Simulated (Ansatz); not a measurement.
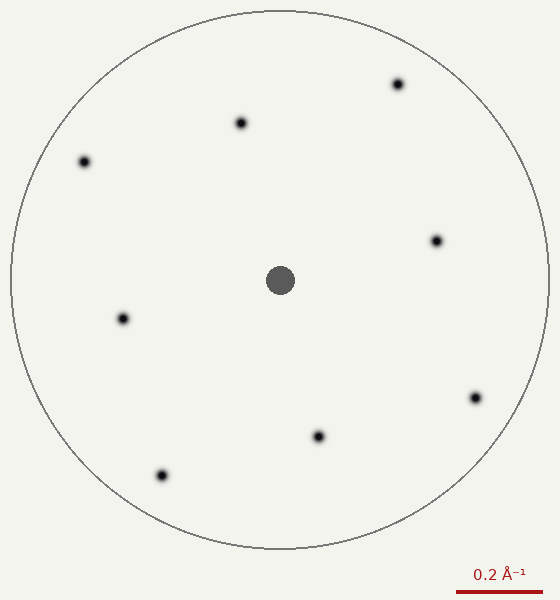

Simulated LEED pattern at 90 eV and normal incidence, from the upper face of a slab model. Spot positions follow from the surface net; brightness is a rough single-scattering estimate from the outer layers, good only for telling present from absent.

Question: Find the real-space surface cell from the pattern.

Answer: The spots form a square reciprocal net with shortest vectors 0.380 and 0.380 Å⁻¹ at 90.0°. The primitive real-space mesh has edges 2.63 and 2.63 Å at 90.0° (or its supplement) and area 6.9 Å².

The slab has composition Se (1 atoms a cell, 0.0 Å thick). Structure: the end point of a relaxation with DFT PBE, scalar-relativistic, plane waves, PAW (Ansatz 0.2.0); the starting structure was generated, so it need not be a known form of this composition.

Question: Which atoms form the outermost layer?

Answer: The highest atoms of the upper face (within 0.6 Å of the top) are Se; the spot positions alone do not show this.
